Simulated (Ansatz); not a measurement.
# B2SiH3OF: molecular dynamics (part 1 of 2)

B2SiH3OF, SMILES FB1BO[SiH2]1, computed with RKS r2SCAN-d3bjatm/def2-SVP (Ansatz 0.2.0).

The geometry comes from this level: PBE0-D4/def2-TZVP. Figures and captions count atoms from 1; the log counts them from 0 in places.

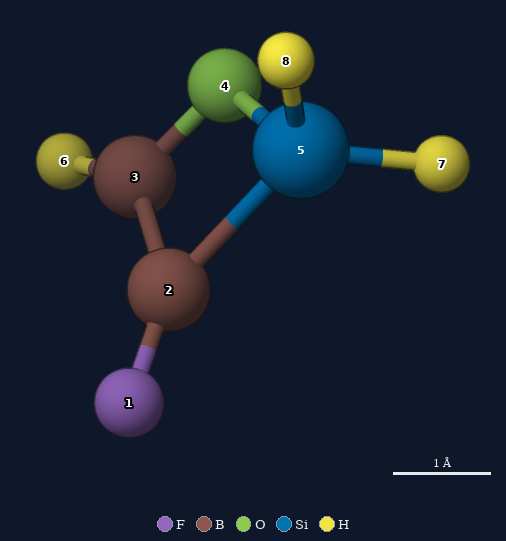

Fig. 1: The structure as given in the input (ball-and-stick view, seen at a tilt; atoms are numbered from 1 in the order of the input). Bond lengths as drawn: B–B 1.75 Å, B–F 1.31 Å, B–H 1.20 Å, B–O 1.37 Å, B–Si 2.04 Å, H–Si 1.49 Å and O–Si 1.72 Å.

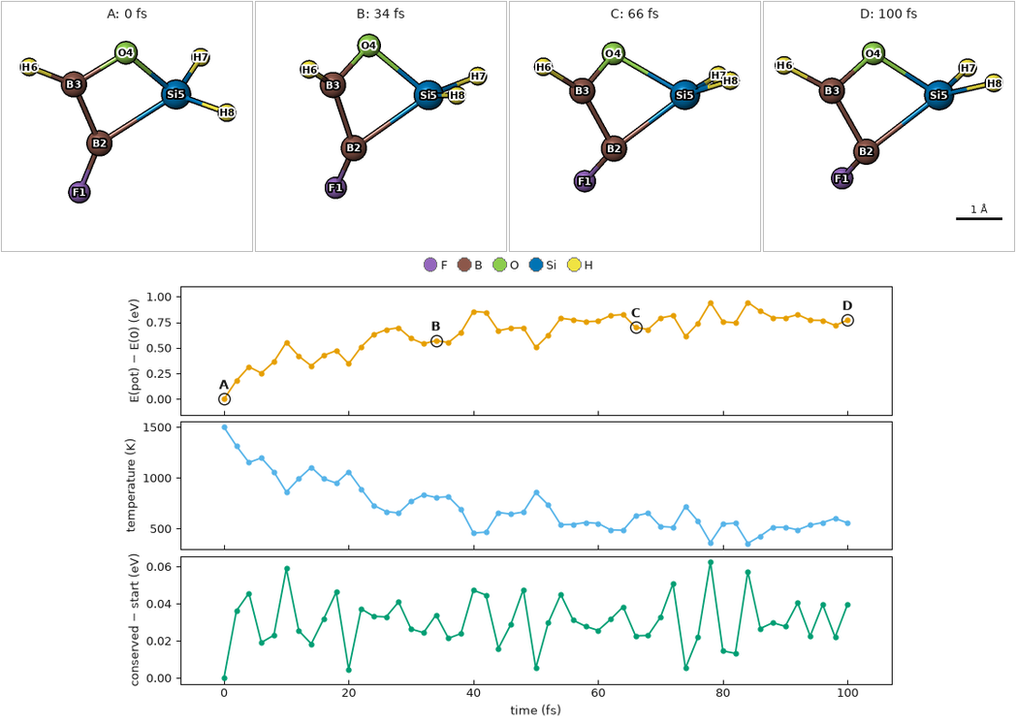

Fig. 2: Frames of the molecular dynamics (ball-and-stick, seen at a tilt) above the curves, on which the letters mark them. The trajectory kept here has 51 frames over 100 fs. The temperature starts at 1500 K, ranges from 355 to 1500 K and averages 553 K over the second half. The potential energy ends 0.771 eV above its first value. The conserved quantity stays within 0.063 eV. After an unweighted best fit of the last frame on the first, the root-mean-square displacement is 0.35 Å, and F1 has moved furthest (0.59 Å).

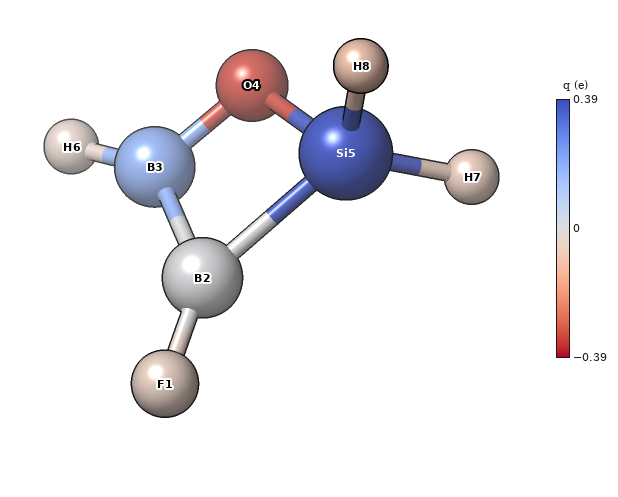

Fig. 3: Mulliken charges, as the colour of each atom (ball-and-stick view, seen at a tilt; atoms are numbered from 1 in the order of the input). By element: F −0.05, B 0.00 to +0.19, O −0.33, Si +0.37 and H −0.08 to −0.04 e.

The input that produced these results follows, with the program's output.

The input:
```yaml
crystal:
  periodic: [false, false, false]
  atoms:
    - {symbol: F, position_ang: [-0.634572, -0.912059, 2.235563]}
    - {symbol: B, position_ang: [-0.229184, -0.367207, 1.119906]}
    - {symbol: B, position_ang: [0.848609, 0.890922, 0.568507]}
    - {symbol: O, position_ang: [0.644439, 0.766743, -0.775904]}
    - {symbol: Si, position_ang: [-0.499608, -0.512992, -0.897421]}
    - {symbol: H, position_ang: [1.607310, 1.712252, 0.996766]}
    - {symbol: H, position_ang: [-1.722136, -0.018941, -1.588749]}
    - {symbol: H, position_ang: [0.077344, -1.615718, -1.714568]}
basis:
  gaussian: {orbitals: def2-SVP}
hamiltonian: {xc: {name: r2SCAN}, dispersion: d3bjatm}
md: {timestep: 2 fs, n_steps: 50, ensemble: nve, temperature: 1500, initial_velocities: maxwell_boltzmann, seed: 687}
```

Launch command:
```bash
ansatz run in.yaml --threads 2 --pin off --events-out ev --progress --plain --max-ram 4352MiB
```

The program's output:
```
Functional definition: r2SCAN
  name "r2SCAN"
  cite "Furness, Kaplan, Ning, Perdew & Sun, J. Phys. Chem. Lett. 11, 8208 (2020) doi:10.1021/acs.jpclett.0c02405"
  cite "Furness, Kaplan, Ning, Perdew & Sun, J. Phys. Chem. Lett. 11, 9248 (2020) doi:10.1021/acs.jpclett.0c03077"
  parent r2scan
  parameter k0 = 0.174
  parameter k1 = 0.065
  parameter a1 = 4.9479
  exchange = r2scan_x(k0 = k0, k1 = k1, a1 = a1)
  correlation = r2scan_c
969 factors; their error is unknown
mean field evaluation 1: about -14029.2193 eV, gradient 4.7e1 eV
mean field evaluation 2: about -14008.5479 eV, gradient 1.1e2 eV
mean field evaluation 4: about -14033.3504 eV, gradient 7.0e0 eV
mean field evaluation 8: about -14033.3908 eV, gradient 1.4e-1 eV
mean field evaluation 16: about -14033.3909 eV, gradient 1.0e-5 eV
mean field -14033.39086567 eV, -515.7176021393 hartree, gradient 1.0e-5 eV, S^2 0.000000; 0 other end points of the search recorded, 0 dependent functions left out
the calculation of the forces begins
reference -14033.39087583 eV, -515.7176025128 hartree; 22, 22 occupied and 67, 67 virtual orbitals, 969 factors
md step     0: t =     0.00 fs  T =  1500.0 K  F+E_penalty+E_count = -14033.43124219 eV  E_kin = 1.163340 eV  conserved = -14032.26790220 eV  (27 SCF iters)
these checks for a lower state are left out or cut short: starts, cluster_reference, orbital_swaps, neighbouring_geometries, increment
969 factors; their error is unknown
mean field -14033.21073229 eV, -515.7109823597 hartree, gradient 9.4e-6 eV, S^2 0.000000; 0 other end points of the search recorded, 0 dependent functions left out
the calculation of the forces begins
reference -14033.21074238 eV, -515.7109827308 hartree; 22, 22 occupied and 67, 67 virtual orbitals, 969 factors
md step     1: t =     2.00 fs  T =  1314.5 K  F+E_penalty+E_count = -14033.25123921 eV  E_kin = 1.019488 eV  conserved = -14032.23175152 eV  (29 SCF iters, 3 dispersion substeps)
[... from here on the SCF iterations and repeated set-up lines of each step are left out, up to the last step ...]
md step     2: t =     4.00 fs  T =  1152.4 K  F+E_penalty+E_count = -14033.11597881 eV  E_kin = 0.893773 eV  conserved = -14032.22220563 eV  (30 SCF iters, 3 dispersion substeps)
md step     3: t =     6.00 fs  T =  1197.3 K  F+E_penalty+E_count = -14033.17738080 eV  E_kin = 0.928566 eV  conserved = -14032.24881509 eV  (30 SCF iters, 3 dispersion substeps)
md step     4: t =     8.00 fs  T =  1060.0 K  F+E_penalty+E_count = -14033.06700573 eV  E_kin = 0.822102 eV  conserved = -14032.24490407 eV  (30 SCF iters, 3 dispersion substeps)
md step     5: t =    10.00 fs  T =   861.4 K  F+E_penalty+E_count = -14032.87706423 eV  E_kin = 0.668074 eV  conserved = -14032.20899002 eV  (29 SCF iters, 3 dispersion substeps)
md step     6: t =    12.00 fs  T =   992.6 K  F+E_penalty+E_count = -14033.01230420 eV  E_kin = 0.769816 eV  conserved = -14032.24248796 eV  (31 SCF iters, 3 dispersion substeps)
md step     7: t =    14.00 fs  T =  1105.0 K  F+E_penalty+E_count = -14033.10650696 eV  E_kin = 0.856978 eV  conserved = -14032.24952892 eV  (31 SCF iters, 3 dispersion substeps)
md step     8: t =    16.00 fs  T =   991.4 K  F+E_penalty+E_count = -14033.00499125 eV  E_kin = 0.768923 eV  conserved = -14032.23606788 eV  (30 SCF iters, 3 dispersion substeps)
md step     9: t =    18.00 fs  T =   949.4 K  F+E_penalty+E_count = -14032.95799030 eV  E_kin = 0.736335 eV  conserved = -14032.22165576 eV  (29 SCF iters, 3 dispersion substeps)
md step    10: t =    20.00 fs  T =  1061.0 K  F+E_penalty+E_count = -14033.08631515 eV  E_kin = 0.822881 eV  conserved = -14032.26343376 eV  (30 SCF iters, 3 dispersion substeps)
md step    11: t =    22.00 fs  T =   891.5 K  F+E_penalty+E_count = -14032.92207964 eV  E_kin = 0.691377 eV  conserved = -14032.23070307 eV  (30 SCF iters, 3 dispersion substeps)
md step    12: t =    24.00 fs  T =   730.2 K  F+E_penalty+E_count = -14032.80104628 eV  E_kin = 0.566334 eV  conserved = -14032.23471196 eV  (31 SCF iters, 3 dispersion substeps)
md step    13: t =    26.00 fs  T =   668.8 K  F+E_penalty+E_count = -14032.75373042 eV  E_kin = 0.518714 eV  conserved = -14032.23501633 eV  (30 SCF iters, 3 dispersion substeps)
md step    14: t =    28.00 fs  T =   654.3 K  F+E_penalty+E_count = -14032.73441999 eV  E_kin = 0.507440 eV  conserved = -14032.22698021 eV  (30 SCF iters, 3 dispersion substeps)
md step    15: t =    30.00 fs  T =   769.9 K  F+E_penalty+E_count = -14032.83867866 eV  E_kin = 0.597113 eV  conserved = -14032.24156611 eV  (29 SCF iters, 3 dispersion substeps)
md step    16: t =    32.00 fs  T =   834.1 K  F+E_penalty+E_count = -14032.89037966 eV  E_kin = 0.646864 eV  conserved = -14032.24351584 eV  (29 SCF iters, 3 dispersion substeps)
md step    17: t =    34.00 fs  T =   807.6 K  F+E_penalty+E_count = -14032.86028677 eV  E_kin = 0.626323 eV  conserved = -14032.23396374 eV  (29 SCF iters, 3 dispersion substeps)
md step    18: t =    36.00 fs  T =   815.2 K  F+E_penalty+E_count = -14032.87878867 eV  E_kin = 0.632244 eV  conserved = -14032.24654516 eV  (28 SCF iters, 3 dispersion substeps)
md step    19: t =    38.00 fs  T =   690.6 K  F+E_penalty+E_count = -14032.77959716 eV  E_kin = 0.535575 eV  conserved = -14032.24402178 eV  (30 SCF iters, 3 dispersion substeps)
md step    20: t =    40.00 fs  T =   457.0 K  F+E_penalty+E_count = -14032.57511046 eV  E_kin = 0.354455 eV  conserved = -14032.22065523 eV  (30 SCF iters, 3 dispersion substeps)
md step    21: t =    42.00 fs  T =   466.2 K  F+E_penalty+E_count = -14032.58480156 eV  E_kin = 0.361570 eV  conserved = -14032.22323195 eV  (30 SCF iters, 3 dispersion substeps)
md step    22: t =    44.00 fs  T =   659.9 K  F+E_penalty+E_count = -14032.76380374 eV  E_kin = 0.511824 eV  conserved = -14032.25197928 eV  (30 SCF iters, 3 dispersion substeps)
md step    23: t =    46.00 fs  T =   643.5 K  F+E_penalty+E_count = -14032.73815115 eV  E_kin = 0.499094 eV  conserved = -14032.23905709 eV  (29 SCF iters, 3 dispersion substeps)
md step    24: t =    48.00 fs  T =   664.2 K  F+E_penalty+E_count = -14032.73543406 eV  E_kin = 0.515140 eV  conserved = -14032.22029439 eV  (30 SCF iters, 3 dispersion substeps)
md step    25: t =    50.00 fs  T =   856.6 K  F+E_penalty+E_count = -14032.92693662 eV  E_kin = 0.664332 eV  conserved = -14032.26260489 eV  (29 SCF iters, 3 dispersion substeps)
md step    26: t =    52.00 fs  T =   733.3 K  F+E_penalty+E_count = -14032.80692990 eV  E_kin = 0.568740 eV  conserved = -14032.23819012 eV  (30 SCF iters, 3 dispersion substeps)
md step    27: t =    54.00 fs  T =   539.7 K  F+E_penalty+E_count = -14032.64151945 eV  E_kin = 0.418597 eV  conserved = -14032.22292232 eV  (30 SCF iters, 3 dispersion substeps)
md step    28: t =    56.00 fs  T =   542.3 K  F+E_penalty+E_count = -14032.65742375 eV  E_kin = 0.420611 eV  conserved = -14032.23681283 eV  (30 SCF iters, 3 dispersion substeps)
md step    29: t =    58.00 fs  T =   561.2 K  F+E_penalty+E_count = -14032.67533993 eV  E_kin = 0.435230 eV  conserved = -14032.24010963 eV  (30 SCF iters, 3 dispersion substeps)
md step    30: t =    60.00 fs  T =   552.1 K  F+E_penalty+E_count = -14032.67049003 eV  E_kin = 0.428199 eV  conserved = -14032.24229145 eV  (31 SCF iters, 3 dispersion substeps)
md step    31: t =    62.00 fs  T =   488.1 K  F+E_penalty+E_count = -14032.61487814 eV  E_kin = 0.378567 eV  conserved = -14032.23631134 eV  (31 SCF iters, 3 dispersion substeps)
md step    32: t =    64.00 fs  T =   485.1 K  F+E_penalty+E_count = -14032.60581115 eV  E_kin = 0.376206 eV  conserved = -14032.22960531 eV  (30 SCF iters, 3 dispersion substeps)
md step    33: t =    66.00 fs  T =   625.8 K  F+E_penalty+E_count = -14032.73059991 eV  E_kin = 0.485360 eV  conserved = -14032.24524026 eV  (29 SCF iters, 3 dispersion substeps)
md step    34: t =    68.00 fs  T =   653.1 K  F+E_penalty+E_count = -14032.75157626 eV  E_kin = 0.506550 eV  conserved = -14032.24502631 eV  (30 SCF iters, 3 dispersion substeps)
md step    35: t =    70.00 fs  T =   521.8 K  F+E_penalty+E_count = -14032.63983563 eV  E_kin = 0.404678 eV  conserved = -14032.23515721 eV  (30 SCF iters, 3 dispersion substeps)
md step    36: t =    72.00 fs  T =   513.7 K  F+E_penalty+E_count = -14032.61551635 eV  E_kin = 0.398426 eV  conserved = -14032.21709013 eV  (30 SCF iters, 3 dispersion substeps)
md step    37: t =    74.00 fs  T =   719.1 K  F+E_penalty+E_count = -14032.82037315 eV  E_kin = 0.557727 eV  conserved = -14032.26264661 eV  (28 SCF iters, 3 dispersion substeps)
md step    38: t =    76.00 fs  T =   574.5 K  F+E_penalty+E_count = -14032.69156450 eV  E_kin = 0.445584 eV  conserved = -14032.24598071 eV  (30 SCF iters, 3 dispersion substeps)
md step    39: t =    78.00 fs  T =   363.5 K  F+E_penalty+E_count = -14032.48721596 eV  E_kin = 0.281881 eV  conserved = -14032.20533508 eV  (30 SCF iters, 3 dispersion substeps)
md step    40: t =    80.00 fs  T =   546.2 K  F+E_penalty+E_count = -14032.67692179 eV  E_kin = 0.423581 eV  conserved = -14032.25334125 eV  (30 SCF iters, 3 dispersion substeps)
md step    41: t =    82.00 fs  T =   555.7 K  F+E_penalty+E_count = -14032.68564905 eV  E_kin = 0.430983 eV  conserved = -14032.25466581 eV  (29 SCF iters, 3 dispersion substeps)
md step    42: t =    84.00 fs  T =   355.3 K  F+E_penalty+E_count = -14032.48614576 eV  E_kin = 0.275520 eV  conserved = -14032.21062622 eV  (30 SCF iters, 3 dispersion substeps)
md step    43: t =    86.00 fs  T =   426.8 K  F+E_penalty+E_count = -14032.57231077 eV  E_kin = 0.331031 eV  conserved = -14032.24128019 eV  (30 SCF iters, 3 dispersion substeps)
md step    44: t =    88.00 fs  T =   513.7 K  F+E_penalty+E_count = -14032.63659207 eV  E_kin = 0.398431 eV  conserved = -14032.23816129 eV  (30 SCF iters, 3 dispersion substeps)
md step    45: t =    90.00 fs  T =   514.7 K  F+E_penalty+E_count = -14032.63926826 eV  E_kin = 0.399151 eV  conserved = -14032.24011739 eV  (30 SCF iters, 3 dispersion substeps)
md step    46: t =    92.00 fs  T =   488.5 K  F+E_penalty+E_count = -14032.60629324 eV  E_kin = 0.378828 eV  conserved = -14032.22746554 eV  (30 SCF iters, 3 dispersion substeps)
md step    47: t =    94.00 fs  T =   536.2 K  F+E_penalty+E_count = -14032.66124518 eV  E_kin = 0.415887 eV  conserved = -14032.24535850 eV  (30 SCF iters, 3 dispersion substeps)
md step    48: t =    96.00 fs  T =   560.4 K  F+E_penalty+E_count = -14032.66300172 eV  E_kin = 0.434614 eV  conserved = -14032.22838731 eV  (30 SCF iters, 3 dispersion substeps)
md step    49: t =    98.00 fs  T =   601.2 K  F+E_penalty+E_count = -14032.71214954 eV  E_kin = 0.466259 eV  conserved = -14032.24589041 eV  (30 SCF iters, 3 dispersion substeps)
these checks for a lower state are left out or cut short: starts, cluster_reference, orbital_swaps, neighbouring_geometries, increment
969 factors; their error is unknown
mean field -14032.61938211 eV, -515.6892506414 hartree, gradient 2.3e-5 eV, S^2 0.000000; 0 other end points of the search recorded, 0 dependent functions left out
the calculation of the forces begins
reference -14032.61939226 eV, -515.6892510145 hartree; 22, 22 occupied and 67, 67 virtual orbitals, 969 factors
969 factors; their error is unknown
mean field evaluation 416: about -14032.6193 eV, gradient 1.2e-1 eV
mean field -14032.61938211 eV, -515.6892506414 hartree, gradient 2.3e-5 eV, S^2 0.000000; 1 other end points of the search recorded, 0 dependent functions left out
the calculation of the forces begins
reference -14032.61939226 eV, -515.6892510145 hartree; 22, 22 occupied and 67, 67 virtual orbitals, 969 factors
md step    50: t =   100.00 fs  T =   556.6 K  F+E_penalty+E_count = -14032.65985300 eV  E_kin = 0.431644 eV  conserved = -14032.22820904 eV  (29 SCF iters, 3 dispersion substeps)
Total energy: -14032.65986316 eV, -515.6907382926 hartree
Atom 0 at    -0.722637    -0.571630     2.025016 Å, force    -0.805618    -0.550451     1.343013 eV/Å
Atom 1 at     0.130057    -0.683208     1.056555 Å, force    -0.054904     0.268409    -1.067438 eV/Å
Atom 2 at     1.071138     0.660394     0.654930 Å, force     0.676739     1.763767    -0.399960 eV/Å
Atom 3 at     0.307975     0.902564    -0.469794 Å, force     0.335558    -0.206010    -0.135926 eV/Å
Atom 4 at    -0.480831    -0.609250    -0.922276 Å, force     0.709401    -0.872008    -1.667183 eV/Å
Atom 5 at     1.786096     1.635970     1.029816 Å, force    -0.376352    -1.251691    -0.133472 eV/Å
Atom 6 at    -1.773405    -0.207714    -1.570223 Å, force    -0.142584    -0.051144     0.426088 eV/Å
Atom 7 at     0.187804    -1.379637    -2.211342 Å, force    -0.342240     0.899127     1.634878 eV/Å
Dipole moment:     0.007712    -0.261347     0.027642 e Å
```

Trajectory as extended XYZ (Å, eV, eV/Å), 25 of the 51 frames kept, from step=0 to step=50:
```
8
Properties=species:S:1:pos:R:3:forces:R:3 step=0 time_fs=0.0 energy=-14033.43124 temperature=1500.0
F    -0.6346   -0.9121    2.2356   -0.1232  -0.1645   0.3249
B    -0.2292   -0.3672    1.1199    0.0678   0.0881  -0.1496
B     0.8486    0.8909    0.5685   -0.0885  -0.1090   0.1174
O     0.6444    0.7667   -0.7759    0.4531   0.5252  -0.1859
Si   -0.4996   -0.5130   -0.8974   -0.4535  -0.5075  -0.0467
H     1.6073    1.7123    0.9968    0.1957   0.2139   0.0842
H    -1.7221   -0.0189   -1.5887   -0.1002   0.0430  -0.0669
H     0.0773   -1.6157   -1.7146    0.0490  -0.0893  -0.0773
8
Properties=species:S:1:pos:R:3:forces:R:3 step=2 time_fs=4.0 energy=-14033.11598 temperature=1152.4
F    -0.6585   -0.8939    2.2268   -0.3099  -0.3087   0.7960
B    -0.2149   -0.3962    1.1158    0.4202   0.2461  -0.6380
B     0.8901    0.8324    0.5480    1.4501   1.7411   1.0650
O     0.6038    0.8366   -0.7726   -0.0960  -0.3717  -0.4679
Si   -0.4916   -0.5355   -0.8929   -1.2635   2.0066   1.1608
H     1.7767    1.7113    0.9611   -1.1692  -1.2877  -0.3627
H    -1.7484    0.0548   -1.4993    0.2840  -0.5491  -0.2301
H     0.2096   -1.5734   -1.5174    0.6841  -1.4765  -1.3231
```
